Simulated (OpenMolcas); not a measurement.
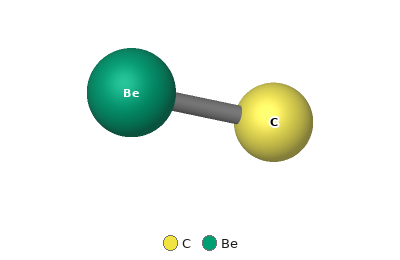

The molecule at the reference distance of 1.633 Å.

**Run report: CBe, relativistic diatomic calculation (part 1 of 2)**

- system: CBe.
- method: SA-CASSCF(6,8)/XMS-CASPT2 + RASSI spin-orbit (X2C scalar, AMFI), ANO-RCC-VTZP (OpenMolcas)

### Input
```
&GATEWAY
Coord
2
angstrom
C 0.0 0.0 0.0
Be 0.0 0.0 1.6330
Basis=ANO-RCC-VTZP
Group=XY
RX2C
AMFI
ANGMom
0.0 0.0 0.0
RICD
&SEWARD
&GUESSORB
&RASSCF
FileOrb=$CurrDir/o51.orb
Symmetry=1
Spin=5
nActEl=6 0 0
Inactive=2 0
RAS2=4 4
CIRoot=1 1 1
Linear
Iterations=120 100
OrbListing=Nothing
PRWF=0.15
>>COPY $Project.RasOrb $CurrDir/o51.orb
>>COPY $Project.rasscf.h5 $CurrDir/r51.h5
&CASPT2
XMultistate=all
Imaginary=0.2
IPEA=0.25
MaxIter=40
>>COPY $Project.JobMix JOB001
&RASSCF
FileOrb=$CurrDir/o11.orb
Symmetry=1
Spin=1
nActEl=6 0 0
Inactive=2 0
RAS2=4 4
CIRoot=7 7 1
Linear
Iterations=120 100
OrbListing=Nothing
PRWF=0.15
>>COPY $Project.RasOrb $CurrDir/o11.orb
>>COPY $Project.rasscf.h5 $CurrDir/r11.h5
&CASPT2
XMultistate=all
Imaginary=0.2
IPEA=0.25
MaxIter=40
>>COPY $Project.JobMix JOB002
&RASSCF
FileOrb=$CurrDir/o32.orb
Symmetry=2
Spin=3
nActEl=6 0 0
Inactive=2 0
RAS2=4 4
CIRoot=8 8 1
Linear
Iterations=120 100
OrbListing=Nothing
PRWF=0.15
>>COPY $Project.RasOrb $CurrDir/o32.orb
>>COPY $Project.rasscf.h5 $CurrDir/r32.h5
&CASPT2
XMultistate=all
Imaginary=0.2
IPEA=0.25
MaxIter=40
>>COPY $Project.JobMix JOB003
&RASSCF
FileOrb=$CurrDir/o12.orb
Symmetry=2
Spin=1
nActEl=6 0 0
Inactive=2 0
RAS2=4 4
CIRoot=6 6 1
Linear
Iterations=120 100
OrbListing=Nothing
PRWF=0.15
>>COPY $Project.RasOrb $CurrDir/o12.orb
>>COPY $Project.rasscf.h5 $CurrDir/r12.h5
&CASPT2
XMultistate=all
Imaginary=0.2
IPEA=0.25
MaxIter=40
>>COPY $Project.JobMix JOB004
&RASSCF
CIOnly
FileOrb=$CurrDir/ref.orb
Symmetry=2
Spin=5
nActEl=6 0 0
Inactive=2 0
RAS2=4 4
CIRoot=2 2 1
Linear
Iterations=120 100
OrbListing=Nothing
PRWF=0.15
>>COPY $Project.RasOrb $CurrDir/o52.orb
>>COPY $Project.rasscf.h5 $CurrDir/r52.h5
&CASPT2
XMultistate=all
Imaginary=0.2
IPEA=0.25
MaxIter=40
>>COPY $Project.JobMix JOB005
&RASSI
Nr of JobIphs=5 1 7 8 6 2
1
1 2 3 4 5 6 7
1 2 3 4 5 6 7 8
1 2 3 4 5 6
1 2
SpinOrbit
EJob
Omega
MEES
MESO
Properties=4
'AngMom' 3 'Mltpl  1' 1 'Mltpl  1' 2 'Mltpl  1' 3
Thrs=1.0d-4
>>COPY $Project.rassi.h5 $CurrDir/so.h5
```

The first orbital files come from an earlier step.

Command:
```bash
pymolcas m.inp (one call a module block, same work directory)
```

### Log (extracts)
```
++    Wave function specifications:
      Number of closed shell electrons           4
      Number of electrons in active shells       6
      Number of inactive orbitals                2
      Number of active orbitals                  8
      Number of secondary orbitals              50
      Spin quantum number                      2.0
      State symmetry                             1
++    Orbital specifications:
      Symmetry species                           1   2
                                                 a   b
      Frozen orbitals                            0   0
      Inactive orbitals                          2   0
      Active orbitals                            4   4
      RAS2 orbitals                              4   4
      Secondary orbitals                        26  24
      Number of basis functions                 32  28
      printout of CI-coefficients larger than  0.15 for root  1
      energy=     -52.404312
      conf/sym  1111 2222     Coeff  Weight
            85  0uu2 uu00  -0.98417 0.96858
      Natural orbitals and occupation numbers for root  1
      sym 1:   0.013689   0.997433   1.000478   1.971233
      sym 2:   0.993026   0.993026   0.015558   0.015558
      RASSCF energy for state  1                    -52.40431209
::    RASSCF root number  1 Total energy:    -52.40431209
      Von Neumann Entropy (Root   1) =  2.18233
++    Wave function specifications:
      Number of closed shell electrons           0
      Number of electrons in active shells       6
      Number of inactive orbitals                0
      Number of active orbitals                  8
      Number of secondary orbitals              50
      Spin quantum number                      2.0
      State symmetry                             1
      Number of CSFs                           212
      Number of CASSCF root(s) available         1
      CASPT2 state passed to geometry opt.       1
      A file JOBMIX will be created
      This is a CASSCF or RASSCF reference function
  FINAL CASPT2 RESULT:
      Reference energy:         -52.4043120903
      E2 (Non-variational):      -0.0686322109
      Shift correction:          -0.0006331373
      E2 (Variational):          -0.0692653482
      Total energy:             -52.4735774385
      Reference weight:           0.97193
++    Wave function specifications:
      Number of closed shell electrons           4
      Number of electrons in active shells       6
      Number of inactive orbitals                2
      Number of active orbitals                  8
      Number of secondary orbitals              50
      Spin quantum number                      0.0
      State symmetry                             1
      printout of CI-coefficients larger than  0.15 for root  1
      energy=     -52.348400
      conf/sym  1111 2222     Coeff  Weight
           172  0202 ud00   0.66542 0.44279
           192  0ud2 ud00  -0.67841 0.46024
      printout of CI-coefficients larger than  0.15 for root  2
      energy=     -52.348400
      conf/sym  1111 2222     Coeff  Weight
           171  0202 2000  -0.47052 0.22139
           173  0202 0200   0.47052 0.22139
           191  0ud2 2000   0.47971 0.23012
           193  0ud2 0200  -0.47971 0.23012
      printout of CI-coefficients larger than  0.15 for root  3
      energy=     -52.335275
      conf/sym  1111 2222     Coeff  Weight
           171  0202 2000  -0.48093 0.23129
           173  0202 0200  -0.48093 0.23129
           191  0ud2 2000   0.44143 0.19486
           193  0ud2 0200   0.44143 0.19486
           481  0002 2200   0.17930 0.03215
      printout of CI-coefficients larger than  0.15 for root  4
      energy=     -52.291268
      conf/sym  1111 2222     Coeff  Weight
           295  0uu2 dd00  -0.92593 0.85734
      printout of CI-coefficients larger than  0.15 for root  5
      energy=     -52.250999
      conf/sym  1111 2222     Coeff  Weight
           171  0202 2000  -0.17186 0.02954
           172  0202 ud00   0.59502 0.35405
           173  0202 0200   0.17186 0.02954
           175  0202 0ud0  -0.20237 0.04095
           177  0202 u00d  -0.20237 0.04095
           191  0ud2 2000  -0.17428 0.03037
           192  0ud2 ud00   0.60342 0.36411
           193  0ud2 0200   0.17428 0.03037
      printout of CI-coefficients larger than  0.15 for root  6
      energy=     -52.250999
      conf/sym  1111 2222     Coeff  Weight
           171  0202 2000   0.42075 0.17703
           172  0202 ud00   0.24304 0.05907
           173  0202 0200  -0.42075 0.17703
           174  0202 u0d0  -0.20237 0.04095
           178  0202 0u0d   0.20237 0.04095
           191  0ud2 2000   0.42668 0.18206
           192  0ud2 ud00   0.24647 0.06075
           193  0ud2 0200  -0.42668 0.18206
      printout of CI-coefficients larger than  0.15 for root  7
      energy=     -52.243426
      conf/sym  1111 2222     Coeff  Weight
            10  0222 0000  -0.19410 0.03767
           171  0202 2000   0.33053 0.10925
           173  0202 0200   0.33053 0.10925
           174  0202 u0d0  -0.17461 0.03049
           178  0202 0u0d  -0.17461 0.03049
           191  0ud2 2000   0.45936 0.21101
           193  0ud2 0200   0.45936 0.21101
           481  0002 2200  -0.41156 0.16938
      Natural orbitals and occupation numbers for root  1
      sym 1:   0.011607   1.713430   0.268010   1.973154
      sym 2:   0.964107   0.964106   0.052793   0.052793
      Natural orbitals and occupation numbers for root  2
      sym 1:   0.011608   1.713429   0.268011   1.973152
      sym 2:   0.964106   0.964106   0.052794   0.052794
      Natural orbitals and occupation numbers for root  3
      sym 1:   0.011146   1.691754   0.227940   1.943813
      sym 2:   1.004535   1.004533   0.058139   0.058140
      Natural orbitals and occupation numbers for root  4
      sym 1:   0.019873   1.041045   0.951088   1.977386
      sym 2:   0.953200   0.953200   0.052105   0.052105
      Natural orbitals and occupation numbers for root  5
      sym 1:   0.021740   1.779049   0.189747   1.971170
      sym 2:   0.941712   0.941710   0.077436   0.077436
      Natural orbitals and occupation numbers for root  6
      sym 1:   0.021740   1.779049   0.189747   1.971170
      sym 2:   0.941710   0.941712   0.077436   0.077436
      Natural orbitals and occupation numbers for root  7
      sym 1:   0.028443   1.446485   0.254978   1.947463
      sym 2:   1.091351   1.091348   0.069966   0.069966
      RASSCF energy for state  7                    -52.24342592
::    RASSCF root number  1 Total energy:    -52.34839986
::    RASSCF root number  2 Total energy:    -52.34839986
::    RASSCF root number  3 Total energy:    -52.33527479
::    RASSCF root number  4 Total energy:    -52.29126780
::    RASSCF root number  5 Total energy:    -52.25099907
::    RASSCF root number  6 Total energy:    -52.25099907
::    RASSCF root number  7 Total energy:    -52.24342592
      Von Neumann Entropy (Root   1) =  1.93383
++    Wave function specifications:
      Number of closed shell electrons           0
      Number of electrons in active shells       6
      Number of inactive orbitals                0
      Number of active orbitals                  8
      Number of secondary orbitals              50
      Spin quantum number                      0.0
      State symmetry                             1
      Number of CSFs                           600
      Number of CASSCF root(s) available         7
      CASPT2 state passed to geometry opt.       7
      A file JOBMIX will be created
      This is a MULTI-STATE CASSCF reference
      Number of CI roots used                    7
      These are:                                 1   2   3   4   5   6   7
      Off-diagonal elements of Heff are computed
  FINAL CASPT2 RESULT:
      Reference energy:         -52.3483998637
      E2 (Non-variational):      -0.0999883085
      Shift correction:          -0.0013037220
      E2 (Variational):          -0.1012920305
      Total energy:             -52.4496918941
      Reference weight:           0.95457
  FINAL CASPT2 RESULT:
      Reference energy:         -52.3483998636
      E2 (Non-variational):      -0.0999849701
      Shift correction:          -0.0013062653
      E2 (Variational):          -0.1012912353
      Total energy:             -52.4496910989
      Reference weight:           0.95452
  FINAL CASPT2 RESULT:
      Reference energy:         -52.3352747894
      E2 (Non-variational):      -0.0967846800
      Shift correction:          -0.0013714625
      E2 (Variational):          -0.0981561426
      Total energy:             -52.4334309320
      Reference weight:           0.95521
  FINAL CASPT2 RESULT:
      Reference energy:         -52.2912677979
      E2 (Non-variational):      -0.0964827848
      Shift correction:          -0.0014695764
      E2 (Variational):          -0.0979523612
      Total energy:             -52.3892201591
      Reference weight:           0.95477
  FINAL CASPT2 RESULT:
      Reference energy:         -52.2509990668
      E2 (Non-variational):      -0.0919264513
      Shift correction:          -0.0013447780
      E2 (Variational):          -0.0932712294
      Total energy:             -52.3442702961
      Reference weight:           0.95842
  FINAL CASPT2 RESULT:
      Reference energy:         -52.2509990668
      E2 (Non-variational):      -0.0920568539
      Shift correction:          -0.0013473234
      E2 (Variational):          -0.0934041774
      Total energy:             -52.3444032442
      Reference weight:           0.95829
  FINAL CASPT2 RESULT:
      Reference energy:         -52.2434259197
      E2 (Non-variational):      -0.0864943300
      Shift correction:          -0.0014721591
      E2 (Variational):          -0.0879664890
      Total energy:             -52.3313924088
      Reference weight:           0.96017
       Total XMS-CASPT2 energies:
::    XMS-CASPT2 Root  1     Total energy:    -52.44234722
::    XMS-CASPT2 Root  2     Total energy:    -52.44222196
::    XMS-CASPT2 Root  3     Total energy:    -52.42520890
::    XMS-CASPT2 Root  4     Total energy:    -52.38922016
::    XMS-CASPT2 Root  5     Total energy:    -52.35185132
::    XMS-CASPT2 Root  6     Total energy:    -52.35163603
::    XMS-CASPT2 Root  7     Total energy:    -52.33961445
++    Wave function specifications:
      Number of closed shell electrons           4
      Number of electrons in active shells       6
      Number of inactive orbitals                2
      Number of active orbitals                  8
      Number of secondary orbitals              50
      Spin quantum number                      1.0
      State symmetry                             2
      printout of CI-coefficients larger than  0.15 for root  1
      energy=     -52.340612
      conf/sym  1111 2222     Coeff  Weight
            78  0u22 0u00   0.92488 0.85540
           529  0u02 2u00  -0.18100 0.03276
           553  00u2 2u00   0.15010 0.02253
      printout of CI-coefficients larger than  0.15 for root  2
      energy=     -52.340612
      conf/sym  1111 2222     Coeff  Weight
            77  0u22 u000  -0.92488 0.85540
           530  0u02 u200  -0.18100 0.03276
           554  00u2 u200   0.15010 0.02253
      printout of CI-coefficients larger than  0.15 for root  3
      energy=     -52.330734
      conf/sym  1111 2222     Coeff  Weight
            78  0u22 0u00  -0.15894 0.02526
           553  00u2 2u00   0.89026 0.79257
           559  00u2 uud0  -0.24170 0.05842
      printout of CI-coefficients larger than  0.15 for root  4
      energy=     -52.330734
      conf/sym  1111 2222     Coeff  Weight
            77  0u22 u000   0.15894 0.02526
           554  00u2 u200   0.89027 0.79257
           571  00u2 uu0d  -0.24170 0.05842
      printout of CI-coefficients larger than  0.15 for root  5
      energy=     -52.244718
      conf/sym  1111 2222     Coeff  Weight
            78  0u22 0u00   0.16385 0.02685
           529  0u02 2u00   0.87481 0.76529
           559  00u2 uud0   0.20975 0.04399
      printout of CI-coefficients larger than  0.15 for root  6
      energy=     -52.244717
      conf/sym  1111 2222     Coeff  Weight
            77  0u22 u000   0.16385 0.02685
           530  0u02 u200  -0.87481 0.76529
           571  00u2 uu0d  -0.20974 0.04399
      printout of CI-coefficients larger than  0.15 for root  7
      energy=     -52.206886
      conf/sym  1111 2222     Coeff  Weight
            65  02u2 u000   0.85802 0.73619
            67  02u2 00u0   0.19153 0.03669
            79  0u22 00u0   0.24018 0.05768
      printout of CI-coefficients larger than  0.15 for root  8
      energy=     -52.206886
      conf/sym  1111 2222     Coeff  Weight
            66  02u2 0u00   0.85802 0.73619
            68  02u2 000u   0.19153 0.03669
            80  0u22 000u   0.24017 0.05768
      Natural orbitals and occupation numbers for root  1
      sym 1:   0.019436   0.952441   1.861410   1.956128
      sym 2:   0.159052   0.992083   0.029329   0.030123
      Natural orbitals and occupation numbers for root  2
      sym 1:   0.019436   0.952442   1.861411   1.956128
      sym 2:   0.992083   0.159049   0.030123   0.029329
      Natural orbitals and occupation numbers for root  3
      sym 1:   0.014139   0.087370   1.005539   1.957687
      sym 2:   1.808956   0.975548   0.116065   0.034696
      Natural orbitals and occupation numbers for root  4
      sym 1:   0.014139   0.087368   1.005538   1.957687
      sym 2:   0.975548   1.808960   0.034696   0.116064
      Natural orbitals and occupation numbers for root  5
      sym 1:   0.015092   0.940685   0.236879   1.900700
      sym 2:   1.773087   0.978179   0.128203   0.027175
      Natural orbitals and occupation numbers for root  6
      sym 1:   0.015092   0.940686   0.236877   1.900700
      sym 2:   0.978179   1.773088   0.027175   0.128202
      Natural orbitals and occupation numbers for root  7
      sym 1:   0.017441   1.723232   1.032175   1.952476
      sym 2:   0.957152   0.105117   0.149271   0.063137
      Natural orbitals and occupation numbers for root  8
      sym 1:   0.017441   1.723233   1.032175   1.952476
      sym 2:   0.105117   0.957152   0.063139   0.149267
      RASSCF energy for state  8                    -52.20688555
::    RASSCF root number  1 Total energy:    -52.34061240
::    RASSCF root number  2 Total energy:    -52.34061237
::    RASSCF root number  3 Total energy:    -52.33073421
::    RASSCF root number  4 Total energy:    -52.33073413
::    RASSCF root number  5 Total energy:    -52.24471751
::    RASSCF root number  6 Total energy:    -52.24471750
::    RASSCF root number  7 Total energy:    -52.20688557
::    RASSCF root number  8 Total energy:    -52.20688555
      Von Neumann Entropy (Root   1) =  1.67507
++    Wave function specifications:
      Number of closed shell electrons           0
      Number of electrons in active shells       6
      Number of inactive orbitals                0
      Number of active orbitals                  8
      Number of secondary orbitals              50
      Spin quantum number                      1.0
      State symmetry                             2
      Number of CSFs                           768
      Number of CASSCF root(s) available         8
      CASPT2 state passed to geometry opt.       8
      A file JOBMIX will be created
      This is a MULTI-STATE CASSCF reference
      Number of CI roots used                    8
      These are:                                 1   2   3   4   5   6   7   8
      Off-diagonal elements of Heff are computed
  FINAL CASPT2 RESULT:
      Reference energy:         -52.3406123979
      E2 (Non-variational):      -0.0941141921
      Shift correction:          -0.0012334349
      E2 (Variational):          -0.0953476270
      Total energy:             -52.4359600249
      Reference weight:           0.95769
  FINAL CASPT2 RESULT:
      Reference energy:         -52.34061237SPIN-FREE ENERGIES:
  (Shifted by EMIN (a.u.) =        -52.4735774385)
 SF State       Relative EMIN(au)   Rel lowest level(eV)    D:o, cm**(-1)      Abs_M
     1             0.0000000000        0.0000000000              0.0000         0.0
     2             0.0312302144        0.8498174255           6854.2398         2.0
     3             0.0313554803        0.8532260860           6881.7325         2.0
     9             0.0382396753        1.0405545735           8392.6386         1.0
    10             0.0382397175        1.0405557234           8392.6479         1.0
    17             0.0462425313        1.2583233807          10149.0625         1.0
    18             0.0462425330        1.2583234261          10149.0629         1.0
     4             0.0483685432        1.3161751120          10615.6682         0.0
    11             0.0519975888        1.4149264719          11412.1516         1.0
    12             0.0519976014        1.4149268163          11412.1544         1.0
     5             0.0843572831        2.2954786129          18514.2836         0.0
    19             0.0942880039        2.5657072925          20693.8249         1.0
    20             0.0942880052        2.5657073285          20693.8252         1.0
     6             0.1217261203        3.3123364765          26715.7954         2.0
     7             0.1219414055        3.3181946852          26763.0450         2.0
     8             0.1339629893        3.6453186439          29401.4777         0.0
    13             0.1402967958        3.8176702995          30791.5875         1.0
    14             0.1402970139        3.8176762341          30791.6354         1.0
    21             0.1465895625        3.9889052058          32172.6902         1.0
    22             0.1465895646        3.9889052629          32172.6907         1.0
    15             0.1753995891        4.7728659666          38495.7602         1.0
    16             0.1753998666        4.7728735166          38495.8211         1.0
    23             0.2903629898        7.9011794674          63727.3102         1.0
    24             0.2903629949        7.9011796059          63727.3113         1.0
```

(Continued in part 2.) Outcome of the run: converged; components of a degenerate state are split by 47 cm⁻¹.
